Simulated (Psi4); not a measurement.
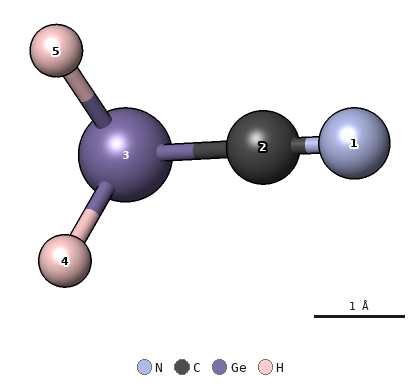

**Figure 1.** The structure (ball-and-stick view, seen at a tilt; atoms are numbered from 1 in the order of the input). Sticks mark near contacts. Bond lengths as drawn: C–Ge 1.97 Å, C–N 1.16 Å and Ge–H 1.68 Å.

## Energy and gradient calculation, with input and output: CH2GeN

- system: CH2GeN, multiplicity 2
- method: HF/3-21G, UHF (Psi4 1.11)

The geometry comes from this level: GFN2-xTB.

## The program's output
```
Psi4 1.11 release

gradient() will perform analytic gradient computation.

   => Loading Basis Set <=

    Name: 3-21G
    Role: ORBITAL
    Keyword: BASIS

         ---------------------------------------------------------
                                   SCF
                              UHF Reference
                        1 Threads,   1525 MiB Core
         ---------------------------------------------------------

  ==> Geometry <==

    Molecular point group: c1
    Full point group: C1

    Geometry (in Angstrom), charge = 0, multiplicity = 2:

       Center              X                  Y                   Z               Mass
    ------------   -----------------  -----------------  -----------------  -----------------
         N            1.152105929618    -1.120342359115     1.863825478098    14.003074004430
         C            0.538425929618    -0.550682359115     1.063205478098    12.000000000000
         GE          -0.275444070382     0.280867640885    -0.530854521902    73.921177761000
         H           -1.782844070382    -0.187972359115     0.043235478098     1.007825032230
         H           -0.432804070382     1.710417640885     0.337425478098     1.007825032230

  Running in c1 symmetry.

  Rotational constants: A =      2.94026  B =      0.11930  C =      0.11916 [cm^-1]
  Rotational constants: A =  88146.63700  B =   3576.66023  C =   3572.17958 [MHz]
  Nuclear repulsion =  133.588053856603636

  Charge       = 0
  Multiplicity = 2
  Electrons    = 47
  Nalpha       = 24
  Nbeta        = 23

  ==> Algorithm <==

  SCF Algorithm Type is PK.
  DIIS enabled.
  MOM disabled.
  Fractional occupation disabled.
  Guess Type is SAD.
  Energy threshold   = 1.00e-09
  Density threshold  = 1.00e-08
  Integral threshold = 1.00e-12

  ==> Primary Basis <==

  Basis Set: 3-21G
    Blend: 3-21G
    Number of shells: 24
    Number of basis functions: 44
    Number of Cartesian functions: 45
    Spherical Harmonics?: true
    Max angular momentum: 2

  ==> Integral Setup <==

  Using in-core PK algorithm.
   Calculation information:
      Number of atoms:                   5
      Number of AO shells:              24
      Number of primitives:             48
      Number of atomic orbitals:        45
      Number of basis functions:        44

      Integral cutoff                 1.00e-12
      Number of threads:                 1

  Performing in-core PK
  Using 981090 doubles for integral storage.
  We computed 39250 shell quartets total.
  Whereas there are 45150 unique shell quartets.

  ==> DiskJK: Disk-Based J/K Matrices <==

    J tasked:                  Yes
    K tasked:                  Yes
    wK tasked:                  No
    Memory [MiB]:             1144
    Schwarz Cutoff:          1E-12

  Minimum eigenvalue in the overlap matrix is 1.3982819452E-02.
  Reciprocal condition number of the overlap matrix is 4.0283747247E-03.
    Using symmetric orthogonalization.

  ==> Pre-Iterations <==

  SCF Guess: Superposition of Atomic Densities via on-the-fly atomic UHF (no occupation information).

   -------------------------
    Irrep   Nso     Nmo
   -------------------------
     A         44      44
   -------------------------
    Total      44      44
   -------------------------

  ==> Iterations <==

                        Total Energy        Delta E     RMS |[F,P]|

   @UHF iter SAD: -2153.11129242545576   -2.15311e+03   0.00000e+00
   @UHF iter   1: -2157.68325459139760   -4.57196e+00   1.95583e-02 DIIS/ADIIS
   @UHF iter   2: -2158.16297770137362   -4.79723e-01   7.02957e-03 DIIS/ADIIS
   @UHF iter   3: -2158.20558111707351   -4.26034e-02   2.73980e-03 DIIS/ADIIS
   @UHF iter   4: -2158.21303936122968   -7.45824e-03   9.61336e-04 DIIS/ADIIS
   @UHF iter   5: -2158.21424588625041   -1.20653e-03   2.21908e-04 DIIS/ADIIS
   @UHF iter   6: -2158.21444813375547   -2.02248e-04   1.10114e-04 DIIS/ADIIS
   @UHF iter   7: -2158.21452818051284   -8.00468e-05   8.17932e-05 DIIS
   @UHF iter   8: -2158.21460117451761   -7.29940e-05   6.95017e-05 DIIS
   @UHF iter   9: -2158.21468362496080   -8.24504e-05   6.12050e-05 DIIS
   @UHF iter  10: -2158.21481978954716   -1.36165e-04   4.47615e-05 DIIS
   @UHF iter  11: -2158.21491632858670   -9.65390e-05   1.79039e-05 DIIS
   @UHF iter  12: -2158.21492155172382   -5.22314e-06   9.92052e-06 DIIS
   @UHF iter  13: -2158.21492350261860   -1.95089e-06   5.72573e-06 DIIS
   @UHF iter  14: -2158.21492373262890   -2.30010e-07   3.27036e-06 DIIS
   @UHF iter  15: -2158.21492394345523   -2.10826e-07   1.24118e-06 DIIS
   @UHF iter  16: -2158.21492395242421   -8.96898e-09   6.34867e-07 DIIS
   @UHF iter  17: -2158.21492395454834   -2.12412e-09   2.86048e-07 DIIS
   @UHF iter  18: -2158.21492395520909   -6.60748e-10   1.23868e-07 DIIS
   @UHF iter  19: -2158.21492395531186   -1.02773e-10   4.91866e-08 DIIS
   @UHF iter  20: -2158.21492395532641   -1.45519e-11   2.40636e-08 DIIS
   @UHF iter  21: -2158.21492395533960   -1.31877e-11   1.30109e-08 DIIS
   @UHF iter  22: -2158.21492395534096   -1.36424e-12   8.84193e-09 DIIS
  Energy and wave function converged.

  ==> Post-Iterations <==

   @Spin Contamination Metric:   8.326998377E-02
   @S^2 Expected:                7.500000000E-01
   @S^2 Observed:                8.332699838E-01
   @S   Expected:                5.000000000E-01
   @S   Observed:                5.000000000E-01

    Orbital Energies [Eh]
    ---------------------

    Alpha Occupied:

       1A   -402.757464     2A    -51.981551     3A    -45.994168
       4A    -45.992596     5A    -45.992142     6A    -15.505354
       7A    -11.191435     8A     -7.204908     9A     -5.159760
      10A     -5.156332    11A     -5.154607    12A     -1.605513
      13A     -1.604333    14A     -1.602773    15A     -1.601992
      16A     -1.601286    17A     -1.240389    18A     -0.786622
      19A     -0.590153    20A     -0.512636    21A     -0.496707
      22A     -0.483089    23A     -0.441603    24A     -0.417862

    Alpha Virtual:

      25A      0.092595    26A      0.094677    27A      0.233833
      28A      0.244003    29A      0.248682    30A      0.353759
      31A      0.393396    32A      0.397885    33A      0.466803
      34A      0.802406    35A      1.020700    36A      1.029923
      37A      1.189541    38A      1.284566    39A      1.326266
      40A      1.469003    41A      1.476810    42A      1.491642
      43A      1.743847    44A      2.950784

    Beta Occupied:

       1A   -402.754940     2A    -51.978978     3A    -45.991255
       4A    -45.991053     5A    -45.989408     6A    -15.492096
       7A    -11.201438     8A     -7.197252     9A     -5.152798
      10A     -5.151786    11A     -5.148513    12A     -1.601862
      13A     -1.599827    14A     -1.599774    15A     -1.598441
      16A     -1.597663    17A     -1.217117    18A     -0.758320
      19A     -0.565522    20A     -0.490034    21A     -0.484092
      22A     -0.456714    23A     -0.408237

    Beta Virtual:

      24A     -0.058093    25A      0.125157    26A      0.134647
      27A      0.252762    28A      0.255507    29A      0.266999
      30A      0.360938    31A      0.413843    32A      0.428867
      33A      0.498728    34A      0.811951    35A      0.995990
      36A      0.999689    37A      1.193000    38A      1.303697
      39A      1.343789    40A      1.497488    41A      1.506897
      42A      1.516424    43A      1.733280    44A      2.968575

    Final Occupation by Irrep:
              A
    DOCC [    23 ]
    SOCC [     1 ]
    NA   [    24 ]
    NB   [    23 ]

  @UHF Final Energy: -2158.21492395534096

   => Energetics <=

    Nuclear Repulsion Energy =            133.5880538566036364
    One-Electron Energy =               -3274.1035623508041681
    Two-Electron Energy =                 982.3005845388599937
    Total Energy =                      -2158.2149239553409643

  UHF NO Occupations:
  HONO-2 :   22  A 1.9889117
  HONO-1 :   23  A 1.9716139
  HONO-0 :   24  A 1.0000000
  LUNO+0 :   25  A 0.0283861
  LUNO+1 :   26  A 0.0110883
  LUNO+2 :   27  A 0.0013835
  LUNO+3 :   28  A 0.0008210

Computation Completed

Properties will be evaluated at   0.000000,   0.000000,   0.000000 [a0]

Properties computed using the SCF density matrix

 Multipole Moments:

 ------------------------------------------------------------------------------------
     Multipole            Electronic (a.u.)      Nuclear  (a.u.)        Total (a.u.)
 ------------------------------------------------------------------------------------

 L = 1.  Multiply by 2.5417464519 to convert [e a0] to [Debye]
 Dipole X            :         -0.8973558            0.5016064           -0.3957494
 Dipole Y            :          1.7636651           -1.2023966            0.5612685
 Dipole Z            :         -7.0776200            5.3277568           -1.7498632
 Magnitude           :                                                    1.8798035

 ------------------------------------------------------------------------------------

	total time  =          1 seconds =       0.02 minutes

         ------------------------------------------------------------
                                   SCF GRAD
         ------------------------------------------------------------

  ==> Geometry <==

    Molecular point group: c1
    Full point group: C1

    Geometry (in Angstrom), charge = 0, multiplicity = 2:

       Center              X                  Y                   Z               Mass
    ------------   -----------------  -----------------  -----------------  -----------------
         N            1.152105929618    -1.120342359115     1.863825478098    14.003074004430
         C            0.538425929618    -0.550682359115     1.063205478098    12.000000000000
         GE          -0.275444070382     0.280867640885    -0.530854521902    73.921177761000
         H           -1.782844070382    -0.187972359115     0.043235478098     1.007825032230
         H           -0.432804070382     1.710417640885     0.337425478098     1.007825032230

  Nuclear repulsion =  133.588053856603636

  ==> Basis Set <==

  Basis Set: 3-21G
    Blend: 3-21G
    Number of shells: 24
    Number of basis functions: 44
    Number of Cartesian functions: 45
    Spherical Harmonics?: true
    Max angular momentum: 2

  ==> DirectJKGrad: Integral-Direct SCF Gradients <==

    Gradient:                    1
    J tasked:                  Yes
    K tasked:                  Yes
    wK tasked:                  No
    Integrals threads:           1
    Schwarz Cutoff:          1E-12

  -Total Gradient:
     Atom            X                  Y                   Z
    ------   -----------------  -----------------  -----------------
       1        0.014596641018    -0.011599163662     0.005900425776
       2       -0.027329165186     0.017007761905     0.017320582937
       3        0.045053038724    -0.018287612320    -0.088572934358
       4       -0.019525097284     0.001571797841     0.031973329528
       5       -0.012795417263     0.011307216255     0.033378596084

	total time  =          0 seconds =       0.00 minutes

  Variable Map:
  ----------------------------------------------------------------------------
  "CURRENT ENERGY"           =>   -2158.214923955341
  "CURRENT REFERENCE ENERGY" =>   -2158.214923955341
  "DD SOLVATION ENERGY"      =>       0.000000000000
  "HF KINETIC ENERGY"        =>    2158.874402075745
  "HF POTENTIAL ENERGY"      =>   -4317.089326031086
  "HF TOTAL ENERGY"          =>   -2158.214923955341
  "HF VIRIAL RATIO"          =>       1.999694526870
  "NUCLEAR REPULSION ENERGY" =>     133.588053856604
  "ONE-ELECTRON ENERGY"      =>   -3274.103562350804
  "PCM POLARIZATION ENERGY"  =>       0.000000000000
  "PE ENERGY"                =>       0.000000000000
  "SCF ITERATION ENERGY"     =>   -2158.214923955341
  "SCF ITERATIONS"           =>      22.000000000000
  "SCF TOTAL ENERGY"         =>   -2158.214923955341
  "TWO-ELECTRON ENERGY"      =>     982.300584538860

  Array Variable Map:
  ----------------------------------------------------------------------------
  "CURRENT DIPOLE"           =>      -0.395749400253 ... -1.749863235966 1 by 3
  "CURRENT GRADIENT"         =>       0.014596641018 ... 0.033378596084 5 by 3
  "HF TOTAL GRADIENT"        =>       0.014596641018 ... 0.033378596084 5 by 3
  "SCF DIPOLE"               =>      -0.395749400253 ... -1.749863235966 1 by 3
  "SCF TOTAL ENERGIES"       =>   -2153.111292425456 ... -2158.214923955341 1 by 23
  "SCF TOTAL GRADIENT"       =>       0.014596641018 ... 0.033378596084 5 by 3

    Psi4 run time: 0:00:01.56
```

This output came from the following input.

## The input (calc.inp)
```
memory 1600 MB

molecule molecule1 {
  0 2
  N      1.312220    -1.146800     1.308460
  C      0.698540    -0.577140     0.507840
  Ge    -0.115330     0.254410    -1.086220
  H     -1.622730    -0.214430    -0.512130
  H     -0.272690     1.683960    -0.217940
  symmetry c1
}

set {
  reference uhf
  puream true
  e_convergence 1e-09
  d_convergence 1e-08
  scf_type pk
  maxiter 200
}

E, wfn = gradient('scf/3-21G', return_wfn=True)
print_variables()
```

Launch command:
```bash
psi4 -n 1 calc.inp calc.out
```

## Summary

```tsv
quantity	value
outcome	converged
total energy	−2158.214924 hartree
basis functions	44
largest force	5.196 eV/Å
⟨S²⟩	0.833
dipole moment	4.78 D
hardware	1 thread of Intel Xeon @ 2.50GHz (Skylake/Cascade Lake), 16 GiB of memory available, shared host
wall time	3.3 s
peak memory	0.2 GiB
```

## Notes

⟨S²⟩ is 0.83 against 0.75 for a pure state: the solution is spin-contaminated.
